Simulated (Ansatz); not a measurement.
# Effect of Al → Bi on AlOs

Consider AlOs in the CsCl type structure (space group Pm-3m, No. 221; a = 2.9928 Å; a cell from a computed database, its experimental status unchecked).

It is then changed as follows: every Al is replaced by Bi, then cell and atoms are relaxed.

Computed with Ansatz (an electronic-structure program) PBEsol, no spin-orbit coupling. k-mesh 14×14×14 (Γ-centred); smearing 0.05 eV (Fermi–Dirac), for the changed cell.

```yaml
volume_per_atom: 19.05 Å³ (base 13.40 Å³)
density: 17.40 g/cm³ (base 13.46 g/cm³)
lattice_parameter_a: 3.365 Å (base 2.993 Å)
space_group: Pm-3m (No. 221) (base Pm-3m (No. 221))
shortest_interatomic_distance: 2.914 Å (base 2.592 Å)
band_gap: zero (base zero)
```

Final structure:

```xyz
2
Lattice="3.3647 0.0000 0.0000 0.0000 3.3647 0.0000 0.0000 0.0000 3.3647" Properties=species:S:1:pos:R:3 pbc="T T T"
Bi     0.0000     0.0000     0.0000
Os     1.6823     1.6823     1.6823
```

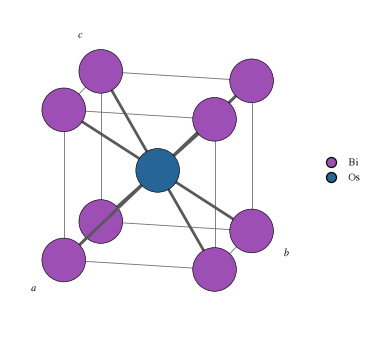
Figure. The relaxed conventional cell after the change

Whether these cells are dynamically stable was not tested. As relaxed here, BiOs is a hypothetical phase, not in the database extracts checked. All final runs are without spin polarisation. An odd electron count without spin: BiOs and AlOs. BiOs has a high density of states at the Fermi level and may be magnetic at this level.
